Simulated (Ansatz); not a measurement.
**Geometry relaxation, with input and output: TaH3O2F4 (part 2 of 2)**

The same run, continued: TaH3O2F4; RKS B3LYP-D4/def2-SVP (Ansatz 0.2.0). The input holds or restrains some coordinates. It belongs to a series of runs on one base structure; here: pulled along the bonds that form and break, towards end A.

Geometry of the input (Å):
```
Ta 0.0000  0.0000  0.0000
F  2.2800  0.0000  0.0000
O  0.0000  0.0000  2.0200
H  -0.2547  -0.9174  2.3571
F  0.0000  0.0000  -1.9300
F  -0.9650  1.6714  0.0000
F  -0.9650  -1.6714  0.0000
O  0.7315  1.8133  1.2487
H  1.0209  1.4979  2.1636
H  1.9139  1.0729  0.7389
```

### Trajectory as extended XYZ, continued
```
10
Properties=species:S:1:pos:R:3:forces:R:3 step=4 energy=-16559.24303
Ta    0.0325   -0.1803   -0.1150    0.9105   4.6759   3.2258
F     1.9967   -0.2361   -0.1521   -2.0509  -0.1707   0.0304
O    -0.0076   -0.0902    1.9260   -0.0289  -1.2620  -1.7718
H    -0.2601   -0.9153    2.3706   -0.0137   0.1481   0.2644
F     0.0017   -0.0146   -1.9692   -0.0449  -0.2961  -0.8012
F    -0.9385    1.5114   -0.0495    0.6783  -2.4961  -0.6188
F    -0.9746   -1.7086   -0.0114   -0.3626  -0.9480  -0.2630
O     1.1548    2.1112    1.4233    0.9391  -1.5978   0.2503
H     0.9934    1.5095    2.1947   -0.4535   0.9424  -0.3381
H     1.7633    1.4796    0.9809    0.4267   1.0043   0.0221
10
Properties=species:S:1:pos:R:3:forces:R:3 step=5 energy=-16559.78455
Ta   -0.0202   -0.1639   -0.1080    1.1445   1.0865   1.2273
F     1.8921   -0.2366   -0.1384   -0.8590  -0.0010  -0.0208
O    -0.0016   -0.1423    1.8650   -0.2538  -0.9438  -0.6009
H    -0.2639   -0.9225    2.3842    0.1257   0.3384   0.1331
F    -0.0090   -0.0449   -1.9909   -0.0538  -0.3544  -0.2724
F    -0.9549    1.4292   -0.0890   -0.4360   0.0888  -0.1791
F    -0.9829   -1.7514   -0.0430   -0.1294  -0.2900  -0.2528
O     1.3018    2.2045    1.5107   -0.2429  -2.1765   0.7032
H     0.9585    1.5390    2.1943    0.3037   1.4816  -0.9038
H     1.8416    1.5556    1.0134    0.4011   0.7705   0.1662
10
Properties=species:S:1:pos:R:3:forces:R:3 step=6 energy=-16560.07197
Ta   -0.0645   -0.1698   -0.0857    1.1238   1.0875   0.9343
F     1.8455   -0.1749   -0.0754   -0.6754  -0.0969  -0.0712
O    -0.0946   -0.2765    1.8649   -0.1372  -0.5416  -0.7016
H    -0.3240   -1.0275    2.4297    0.0508   0.1773   0.1807
F    -0.0136   -0.0922   -1.9763   -0.0134  -0.2258  -0.0948
F    -1.0338    1.4072   -0.0692   -0.3689   0.0242  -0.1205
F    -0.9904   -1.7819   -0.1777   -0.1239  -0.2427  -0.0565
O     1.3596    2.2556    1.4280    0.2105  -1.7824   0.4287
H     1.0639    1.7088    2.2030    0.0600   0.8145  -0.6526
H     2.0135    1.6179    1.0570   -0.1264   0.7858   0.1535
10
Properties=species:S:1:pos:R:3:forces:R:3 step=7 energy=-16560.22629
Ta   -0.0868   -0.1132   -0.0781    0.9329   0.1547   0.3533
F     1.8242   -0.1105   -0.0826   -0.6181   0.0217   0.0255
O    -0.1466   -0.3281    1.8413   -0.0451  -0.1736  -0.4359
H    -0.3615   -1.0097    2.4921    0.0491   0.1773   0.0189
F    -0.0115   -0.1271   -1.9758   -0.0181  -0.0785   0.1589
F    -1.2164    1.3584   -0.1333   -0.1598   0.1701   0.0625
F    -0.9292   -1.7763   -0.2024   -0.0583  -0.0318  -0.0686
O     1.4514    2.2410    1.4528    0.1896  -1.2522  -0.2632
H     1.1002    1.7028    2.1891    0.0497   0.3429  -0.1188
H     2.1378    1.6295    1.0951   -0.3220   0.6692   0.2675
10
Properties=species:S:1:pos:R:3:forces:R:3 step=8 energy=-16560.26441
Ta   -0.1032   -0.1205   -0.0806    0.7780   0.1958   0.0457
F     1.8062   -0.0687   -0.0573   -0.5362  -0.1005  -0.0786
O    -0.1855   -0.3929    1.8004    0.0112  -0.0364  -0.0404
H    -0.3293   -0.9884    2.5401   -0.0368  -0.0269   0.1261
F    -0.0240   -0.1925   -1.9669    0.1413   0.1795  -0.1765
F    -1.2345    1.3544   -0.1338   -0.1058   0.1077   0.0328
F    -0.9570   -1.7710   -0.2935   -0.1087  -0.1549   0.2006
O     1.4545    2.2300    1.4383    0.3079  -0.7552  -0.4193
H     1.1465    1.7621    2.2292    0.0099   0.0769   0.0460
H     2.1880    1.6542    1.1224   -0.4607   0.5140   0.2637
10
Properties=species:S:1:pos:R:3:forces:R:3 step=9 energy=-16560.28179
Ta   -0.1173   -0.1507   -0.1042    0.8473   0.3539   0.6465
F     1.7934   -0.0785   -0.0424   -0.5847  -0.1768  -0.1861
O    -0.1889   -0.4365    1.7769   -0.0646  -0.0738  -0.0769
H    -0.3620   -0.9744    2.5555    0.0098   0.0321  -0.0062
F     0.0080   -0.1423   -1.9909    0.0266   0.0641  -0.0986
F    -1.2720    1.3133   -0.1022   -0.0231  -0.0181  -0.0660
F    -0.9737   -1.8015   -0.3123   -0.0386  -0.0593  -0.0599
O     1.4464    2.2126    1.4005    0.4441  -0.6260  -0.4366
H     1.2238    1.8842    2.2820   -0.0434  -0.0021   0.0638
H     2.2039    1.6406    1.1354   -0.5735   0.5061   0.2200
10
Properties=species:S:1:pos:R:3:forces:R:3 step=10 energy=-16560.31647
Ta   -0.1238   -0.1874   -0.0603    0.5654   0.0613  -0.1322
F     1.7863   -0.1756    0.0424   -0.5252  -0.1284  -0.0857
O    -0.2657   -0.5482    1.7932   -0.0681  -0.1559   0.1932
H    -0.4007   -0.9705    2.6513    0.0407   0.1504  -0.2581
F     0.0689    0.0411   -1.9404    0.0431   0.0147   0.2585
F    -1.3292    1.2375   -0.0365    0.0012   0.0173   0.0747
F    -0.9528   -1.8247   -0.4598    0.1470   0.2354   0.1042
O     1.4757    2.2374    1.2993    0.3053  -0.8145  -0.1401
H     1.2840    2.0292    2.2293    0.0439   0.0863  -0.1925
H     2.2191    1.6280    1.0798   -0.5534   0.5334   0.1778
10
Properties=species:S:1:pos:R:3:forces:R:3 step=11 energy=-16560.31439 accepted=F
Ta   -0.1337   -0.2152   -0.0464    0.5546   0.0611  -0.2712
F     1.7754   -0.2467    0.0953   -0.5442  -0.0590  -0.0625
O    -0.3163   -0.6225    1.7907   -0.0646  -0.2141   0.3188
H    -0.4466   -1.0012    2.6728    0.0701   0.2107  -0.4226
F     0.1179    0.1458   -1.9092   -0.0427  -0.0689   0.5253
F    -1.3585    1.1955    0.0292    0.0369  -0.0305   0.0104
F    -0.9357   -1.8442   -0.5321    0.1822   0.3563   0.0890
O     1.4767    2.2468    1.2338    0.2333  -0.8738   0.7977
H     1.3776    2.2000    2.2203    0.1123   0.0487  -1.1742
H     2.2048    1.6084    1.0437   -0.5378   0.5695   0.1894
10
Properties=species:S:1:pos:R:3:forces:R:3 step=12 energy=-16560.33516
Ta   -0.1307   -0.2026   -0.0494    0.6120   0.1818   0.2225
F     1.7773   -0.2271    0.0946   -0.4829  -0.0881  -0.1029
O    -0.3000   -0.5951    1.7947   -0.0485  -0.1057   0.0876
H    -0.4213   -0.9864    2.6663    0.0267   0.0998  -0.1507
F     0.1094    0.1209   -1.9023    0.0481   0.0313   0.0455
F    -1.3541    1.2078    0.0108   -0.0054   0.0251   0.0352
F    -0.9379   -1.8256   -0.5100    0.0572   0.0838   0.0280
O     1.4805    2.2456    1.2501    0.3112  -0.8184  -0.2143
H     1.3228    2.1083    2.1977    0.0238   0.0487  -0.1278
H     2.2157    1.6211    1.0458   -0.5422   0.5417   0.1769
10
Properties=species:S:1:pos:R:3:forces:R:3 step=13 energy=-16560.34812
Ta   -0.1389   -0.2191   -0.0348    0.6415   0.2671   0.2009
F     1.7673   -0.2712    0.1386   -0.4778  -0.0747  -0.0844
O    -0.3332   -0.6438    1.7973   -0.0278  -0.0843   0.0747
H    -0.4315   -0.9944    2.6876    0.0181   0.0771  -0.1129
F     0.1503    0.2020   -1.8612    0.0266   0.0160   0.0548
F    -1.3791    1.1778    0.0526    0.0042   0.0074   0.0240
F    -0.9274   -1.8264   -0.5646    0.0320   0.0472   0.0075
O     1.4892    2.2505    1.1998    0.2966  -0.8533  -0.1899
H     1.3494    2.1848    2.1576    0.0203   0.0369  -0.1233
H     2.2155    1.6065    1.0255   -0.5337   0.5606   0.1487
10
Properties=species:S:1:pos:R:3:forces:R:3 step=14 energy=-16560.35513
Ta   -0.1522   -0.2498   -0.0174    0.6788   0.3928   0.0645
F     1.7496   -0.3399    0.2097   -0.4989  -0.0348  -0.1063
O    -0.3809   -0.7168    1.7982   -0.0326  -0.1181   0.1358
H    -0.4456   -0.9984    2.7175    0.0216   0.0953  -0.2181
F     0.2159    0.3153   -1.7990   -0.0400  -0.0738   0.2809
F    -1.4086    1.1334    0.1114    0.0307  -0.0540  -0.0234
F    -0.9167   -1.8296   -0.6530    0.0448   0.0964   0.0354
O     1.4812    2.2538    1.1392    0.2830  -0.8554   0.2292
H     1.4219    2.3046    2.1149    0.0377  -0.0409  -0.5713
H     2.1970    1.5940    0.9767   -0.5250   0.5924   0.1734
10
Properties=species:S:1:pos:R:3:forces:R:3 step=15 energy=-16560.33872 accepted=F
Ta   -0.1650   -0.2547    0.0136    0.6821   0.1659  -1.0057
F     1.7339   -0.3691    0.2482   -0.3665  -0.0337   0.0168
O    -0.4233   -0.8023    1.7748    0.0025   0.0192   0.7574
H    -0.4301   -0.9252    2.7232   -0.0504  -0.1189   0.1924
F     0.2366    0.4212   -1.7135    0.0360   0.0761   0.0320
F    -1.5036    1.0462    0.1389   -0.0384   0.1850   0.1115
F    -0.8831   -1.8094   -0.7180    0.0317   0.0159   0.0235
O     1.5389    2.2362    1.0842    0.1164  -0.8712  -0.3504
H     1.4194    2.3771    2.0305    0.0404   0.0261   0.1546
H     2.2380    1.5466    1.0164   -0.4538   0.5357   0.0679
10
Properties=species:S:1:pos:R:3:forces:R:3 step=16 energy=-16560.36606
Ta   -0.1571   -0.2576   -0.0095    0.6547   0.3709   0.1670
F     1.7417   -0.3542    0.2306   -0.4333  -0.0504  -0.0768
O    -0.3984   -0.7460    1.7965   -0.0060  -0.0321   0.0427
H    -0.4477   -0.9765    2.7267    0.0005   0.0168  -0.0188
F     0.2366    0.3655   -1.7569   -0.0055  -0.0113   0.0466
F    -1.4336    1.1060    0.1261   -0.0010  -0.0090  -0.0013
F    -0.9029   -1.8265   -0.6830    0.0110   0.0210  -0.0039
O     1.4882    2.2496    1.1179    0.2822  -0.8800  -0.2203
H     1.4345    2.3220    2.0822   -0.0041   0.0039  -0.0634
H     2.2003    1.5843    0.9677   -0.4986   0.5702   0.1283
```

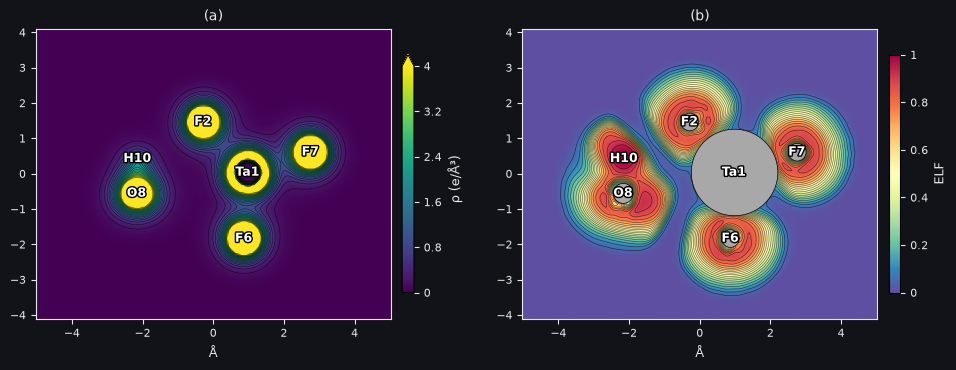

Fig. 1: (a) electron density; (b) ELF on the plane of atoms F6, Ta1 and F7. Grey discs, where drawn, cover atomic cores. The section cuts through Ta, F, O and H sites. Ta1···O8 (3.20 Å): ρ at the midpoint is about 0.05 e/Å³; the ELF is only about 0 between them. Ta–F (1.92 Å): ρ at the midpoint is about 0.9 e/Å³; the ELF peaks at about 0.85 in the valence shell of F, 0.5 Å from its nucleus, and drops to about 0.25 between the two atoms.

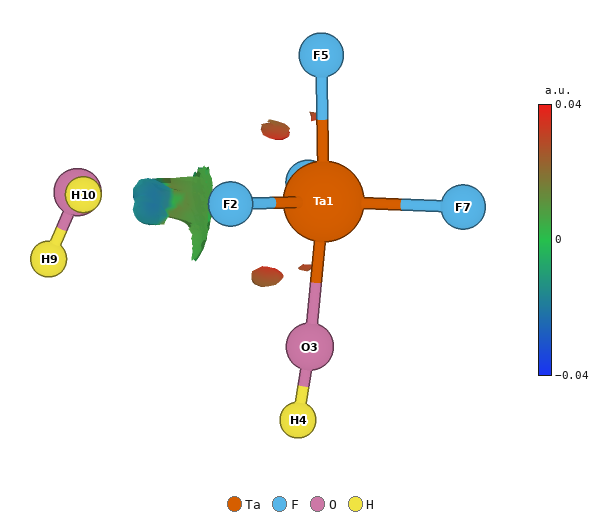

Fig. 2: Non-covalent interaction (NCI) plot: the surface where the reduced density gradient is 0.5, for densities under 0.05 a.u., coloured by sign(λ₂)ρ; seen face on. H10···F2 (2.1 Å): a hydrogen bond (blue, attractive); inside the ring or cage of Ta1, F2 and O3: steric crowding (red); inside the ring or cage of Ta1, F2 and F5: steric crowding (red).

### Results in brief

- outcome: converged under the restraints of the input
- total energy: −16560.3664 eV
- mean-field energy: −16560.1005 eV
- largest force (length of the vector) at the end, held atoms and coordinates included: 0.950 eV/Å
- hardware: 4 threads of Arm Neoverse V2, 24 GiB of memory available, shared host
- wall time: 37 s (CPU time 2.3 min)
- peak memory: 0.35 GiB
